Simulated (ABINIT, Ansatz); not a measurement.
# CsPbCl3 (Pm-3m): G0W0 with ABINIT, start to end, part 3 of 3

Wanted: ground state, empty states, screening and self-energy for CsPbCl3 (Pm-3m).

ABINIT 10.8.3; PBE and many-body steps on it, plane waves. Known limits of the many-body steps: not at the basis limit; no spin-orbit coupling; coarse k mesh.

So far. Step 4 (Empty states on the mesh, 2×2×2 mesh, 605 bands): On this mesh the gap is 1.932 eV. Step 5 (Screening, 2×2×2 mesh, 551 bands, screening to 217.7 eV): Local fields lower ε∞ by 12 %. On a Γ-centred mesh this coarse the value itself is usually too large, while a short band sum pulls it down.

**6. Self-energy, 2×2×2 mesh, 551 bands, screening to 217.7 eV**

The self-energy is evaluated for the states that the input lists, and the levels follow from it, in one-shot runs by the linearised quasiparticle equation.

This step: G0W0 on PBE, plane waves, norm-conserving pseudopotentials.

The input, run.abi:

```
acell 3*1.0 Angstrom
rprim 
  5.605000000000 0.000000000000 0.000000000000
  0.000000000000 5.605000000000 0.000000000000
  0.000000000000 0.000000000000 5.605000000000
ntypat 3
znucl 55 82 17
natom 5
typat 1 2 3 3 3
xred 
  0.000000000000 0.000000000000 0.000000000000
  0.500000000000 0.500000000000 0.500000000000
  0.500000000000 0.500000000000 0.000000000000
  0.000000000000 0.500000000000 0.500000000000
  0.500000000000 0.000000000000 0.500000000000
pp_dirpath "pseudos"
pseudos "Cs.upf, Pb.upf, Cl.upf"
ecut 32
ngkpt 2 2 2
nshiftk 1
shiftk 0 0 0
kptopt 1
chksymbreak 0
istwfk *1
occopt 1
irdwfk 1
optdriver 4
nband 551
gwcalctyp 0
ecutsigx 32
symsigma 1
nkptgw 2
kptgw 
  0.5000000000 0.5000000000 0.5000000000
  0.0000000000 0.0000000000 0.0000000000
bdgw 
  23 29
  24 29
ecuteps 8
irdscr 1
ppmodel 1
indata_prefix "in"
outdata_prefix "out"
tmpdata_prefix "tmp"
```

On the command line:

```
> OMP_NUM_THREADS=1 mpirun -n 4 abinit run.abi > log
```

Numbers of over 12 decimals in the logs are rounded to 6 here.

Log:

```text
.Version 10.8.3 of ABINIT. v10.8.2 released Aug 2026.

 Symmetries : space group Pm -3 m (#221); Bravais cP (primitive cubic)
[... echo of the input left out ...]
== DATASET  1 ==================================================================
-   mpi_nproc: 4, omp_nthreads: 1 (-1 if OMP is not activated)

--- !DatasetInfo
iteration_state: {dtset: 1, }
dimensions: {natom: 5, nkpt: 4, mband: 551, nsppol: 1, nspinor: 1, nspden: 1, mpw: 10280, }
cutoff_energies: {ecut:  32.0, pawecutdg:  -1.0, }
electrons: {nelect:   5.20000000E+01, charge:   0.00000000E+00, occopt:   1.00000000E+00, tsmear:   1.00000000E-02, }

 SIGMA: Calculation of the GW corrections

 Based on a program developped by R.W. Godby, V. Olevano, G. Onida, and L. Reining.
 Incorporated in ABINIT by V. Olevano, G.-M. Rignanese, and M. Torrent.
.Using double precision arithmetic ; gwpc =  8

[... cell and pseudopotentials left out ...]
--------------------------------------------------------------------------------

 ==== K-mesh for the wavefunctions ====
 Number of points in the irreducible wedge :     4
[... list of points left out ...]
 Together with 48 symmetry operations and time-reversal symmetry
 yields     8 points in the full Brillouin Zone.

 ==== Q-mesh for screening function ====
 Number of points in the irreducible wedge :     4
[... list of points left out ...]
 Together with 48 symmetry operations and time-reversal symmetry
 yields     8 points in the full Brillouin Zone.

 vcoul_init : cutoff-mode = AUXILIARY_FUNCTION
 q-points for optical limit:   1
     1)      0.000010    0.000020    0.000030
 setmesh: FFT mesh size selected  =    54x   54x   54
          total number of points  =       157464

 Number of electrons calculated from density =   52.0000; Expected =   52.0000
 average of density, n =  0.043760
 r_s =    1.7604
 omega_plasma =   20.1788 [eV]

 === KS Band Gaps ===
  >>>> For spin  1
   Minimum direct gap =   1.9318 [eV], located at k-point      :   0.5000  0.5000  0.5000
   Fundamental gap    =   1.9318 [eV], Top of valence bands at :   0.5000  0.5000  0.5000
                                       Bottom of conduction at :   0.5000  0.5000  0.5000
 SIGMA fundamental parameters:
 PLASMON POLE MODEL  1
 number of plane-waves for SigmaX                10251
 number of plane-waves for SigmaC and W           1309
 number of plane-waves for wavefunctions         10251
 number of bands                                   551
 number of independent spin polarizations            1
 number of spinorial components                      1
 number of k-points in IBZ                           4
 number of q-points in IBZ                           4
 number of symmetry operations                      48
 number of k-points in BZ                            8
 number of q-points in BZ                            8
 number of frequencies for dSigma/dE                 9
 frequency step for dSigma/dE [eV]                0.25
 number of omega for Sigma on real axis              0
 max omega for Sigma on real axis  [eV]           0.00
 zcut for avoiding poles [eV]                     0.10

 EPSILON^-1 parameters (SCR file):
 dimension of the eps^-1 matrix on file           1309
 dimension of the eps^-1 matrix used              1309
 number of plane-waves for wavefunctions         10251
 number of bands                                   551
 number of q-points in IBZ                           4
 number of frequencies                               2
 number of real frequencies                          1
 number of imag frequencies                          1

 matrix elements of self-energy operator (all in [eV])

 Perturbative Calculation

--- !SelfEnergy_ee
iteration_state: {dtset: 1, }
kpoint     : [   0.500,    0.500,    0.500, ]
spin       : 1
KS_gap     :    1.932
QP_gap     :    3.298
Delta_QP_KS:    1.366
data: !SigmaeeData |
     Band     E0 <VxcDFT>   SigX SigC(E0)      Z dSigC/dE  Sig(E)    E-E0       E
       23   0.573 -14.257 -18.504   2.580   0.769  -0.300 -15.539  -1.282  -0.709
       24   0.573 -14.257 -18.504   2.580   0.769  -0.300 -15.539  -1.282  -0.709
       25   0.573 -14.257 -18.504   2.580   0.769  -0.300 -15.539  -1.282  -0.709
       26   2.787 -15.725 -17.975   1.177   0.789  -0.268 -16.571  -0.846   1.941
       27   4.719 -10.379  -6.296  -3.449   0.820  -0.220  -9.859   0.520   5.239
       28   4.719 -10.379  -6.296  -3.449   0.820  -0.220  -9.859   0.520   5.239
       29   4.719 -10.379  -6.296  -3.449   0.820  -0.220  -9.859   0.520   5.239

--- !SelfEnergy_ee
iteration_state: {dtset: 1, }
kpoint     : [   0.000,    0.000,    0.000, ]
spin       : 1
KS_gap     :    5.879
QP_gap     :    7.327
Delta_QP_KS:    1.448
data: !SigmaeeData |
     Band     E0 <VxcDFT>   SigX SigC(E0)      Z dSigC/dE  Sig(E)    E-E0       E
       24   0.252 -14.036 -18.291   2.596   0.769  -0.300 -15.312  -1.275  -1.023
       25   0.252 -14.036 -18.291   2.596   0.769  -0.300 -15.312  -1.275  -1.023
       26   0.252 -14.036 -18.291   2.596   0.769  -0.300 -15.312  -1.275  -1.023
       27   6.131  -6.348  -2.686  -3.456   0.842  -0.188  -6.175   0.173   6.304
       28   7.070  -6.633  -2.878  -3.364   0.842  -0.187  -6.303   0.330   7.400
       29   7.070  -6.633  -2.878  -3.364   0.842  -0.187  -6.303   0.330   7.400

== END DATASET(S) ==============================================================
================================================================================

 -outvars: echo values of variables after computation  --------
           etotal      0.0000000000E+00
            nband         551
             nkpt           4
          spgroup         221
 [... the other variables as echoed above ...]

 Calculation completed.
```

Elapsed: 9.4 min, on 4 MPI ranks of Arm Neoverse V1, shared host; peak memory 5.9 GiB.

Numbers from this step:

| Property | Result |
| --- | --- |
| G0W0 gap on the points computed | 3.298 eV |
| starting gap on the mesh | 1.932 eV |
| k of the valence top | 0.5, 0.5, 0.5 |
| k of the conduction bottom | 0.5, 0.5, 0.5 |
| Z at the valence top | 0.789 |
| Z at the conduction bottom | 0.82 |
| least direct G0W0 gap on the computed points | 3.298 eV |

The gap on the mesh goes from 1.93 eV to 3.30 eV, a correction of +1.37 eV.

Limits: finite bands, cutoff and mesh; no spin-orbit coupling; coarse k mesh. v1 is the top filled band, c1 the lowest empty one. The levels before and after the correction (eV, zero at the valence-band top of each column):

```
           conduction bottom  valence top
Kohn-Sham               1.93         0.00
     G0W0               3.30         0.00
```

```
                         level  energy (eV)
Kohn-Sham  (0.5 0.5 0.5) v4-v2       -2.214
Kohn-Sham     (0.5 0.5 0.5) v1        0.000
Kohn-Sham  (0.5 0.5 0.5) c1-c3        1.932
     G0W0  (0.5 0.5 0.5) v4-v2       -2.650
     G0W0     (0.5 0.5 0.5) v1        0.000
     G0W0  (0.5 0.5 0.5) c1-c3        3.298
```

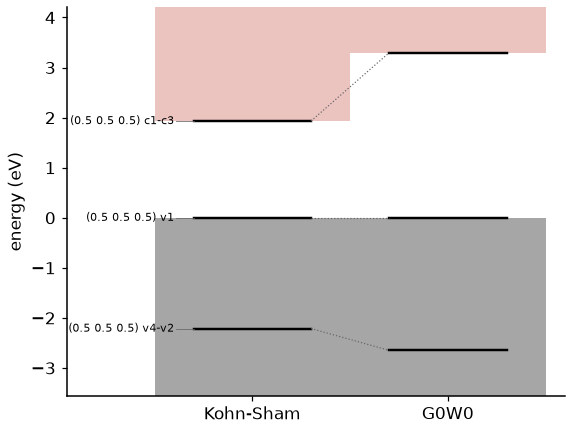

Levels before and after the correction. Shaded: valence and conduction bands.

**7. Where the time went**

Times are wall times on 4 MPI ranks of Arm Neoverse V1, shared host, good to a factor of about two.

```
                          step     time  share  memory (GiB)
                  ground state     54 s    3 %          0.48
bands along the symmetry lines     73 s    4 %          0.44
      empty states on the mesh   12 min   37 %           0.9
                     screening  8.1 min   26 %           4.9
                   self-energy  9.4 min   30 %           5.9
```

**8. What came out**

| Quantity | Value |
| --- | --- |
| PBE gap | 1.93 eV, direct |
| G0W0 gap on the mesh | 3.30 eV |
| GW settings | 2×2×2 mesh, 551 bands, screening to 217.7 eV, Godby-Needs plasmon pole |
| known limits | not at the basis limit; no spin-orbit coupling; coarse k mesh |

**Reading.** G0W0 moves the gap on the mesh from 1.93 eV to 3.30 eV (+1.37 eV), with Z of 0.79 and 0.82 at the edges. Local fields lower the RPA ε∞ on this mesh from 8.22 to 7.23; a Γ-centred mesh this coarse tends to raise both, most where the direct gap is narrow, while a short band sum lowers them. Only 2 of the mesh's irreducible points were corrected, so a valley elsewhere could overtake. Bands and cutoff are finite, so the gap is not at the basis limit. The miss can reach some tenths of an eV and take either sign; the mesh is an error of its own. In the G0W0 run levels were corrected at 2 k points alone, so a gap called «on the mesh» is the least over those, and an edge elsewhere would be missed. The 2×2×2 mesh is coarse for this cell, which bears on the long-range parts of exchange and screening. Where an edge is built on 6p states of lead, bismuth or thallium, scalar-relativistic gaps usually stand too wide, by a few tenths to over one eV. This is the ideal cubic cell; many perovskites, halides above all, are cubic only on average, and local tilts or off-centring can widen the gap. The many-body steps are scalar-relativistic: spin-orbit coupling is not in them.

[Paths, hosts, dates, memory and timing lines, banners, echoed tables and standing remarks are left out of the program output.]

[Logs are printed without paths, hosts, clocks, repeated set-up lines and the standing remarks that a program may print on its own settings, such as how far it seeks lower states.]

[Runs of the session that timed out or met a known fault of the program may be left out.]

[Hosts, paths, dates, database ids (printed as entryN), source tags and the programs' standing remarks are cut or masked in the printed files.]

[G0W0 gaps are taken among the corrected bands and points alone; a level outside them can change the order at an edge.]

[Where Ansatz stands beside ABINIT at settings called matched, ABINIT's density can come from a denser mesh and the files from another edition; pairs whose starting gaps differed by over 0.03 eV were left out, so agreement reads better than it is.]
